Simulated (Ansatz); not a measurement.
Consider TiN in the rock salt structure (space group Fm-3m, No. 225; a = 4.204 Å; relaxed with 0.1 eV smearing). Axes: x, y, z lie along the cube axes.

Structures relaxed with Kohn–Sham DFT with the PBEsol functional, run in Ansatz (a first-principles code) with PAW and 420 eV plane waves, no SOC, earlier PAW set.

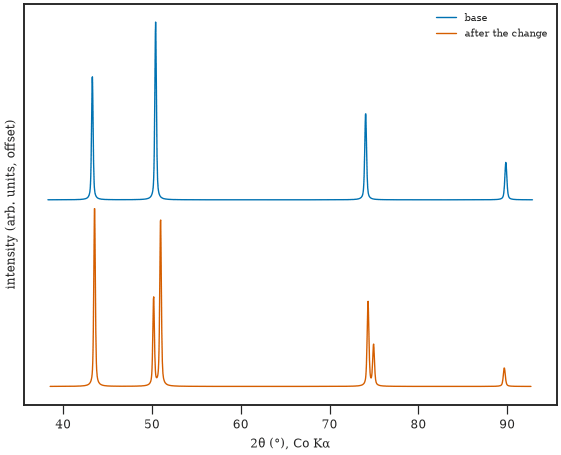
Fig. 1. Simulated powder patterns before (top) and after one change

Question: Which change produced these results?
(A) uniaxial strain ε_xx = +3.85 %
(B) biaxial strain −2.42 %, plane normal [001], relaxed out of plane
(C) uniaxial strain ε_yy = +3.85 %
(D) biaxial strain −1.02 %, plane normal [001], relaxed out of plane

Answer: D, biaxial strain −1.02 %, plane normal [001], relaxed out of plane. Its volume per atom is 9.14 Å³ against 9.29 Å³, and its space group is I4/mmm (No. 139).

Stability against distortions was not tested. All final runs are without spin polarisation.
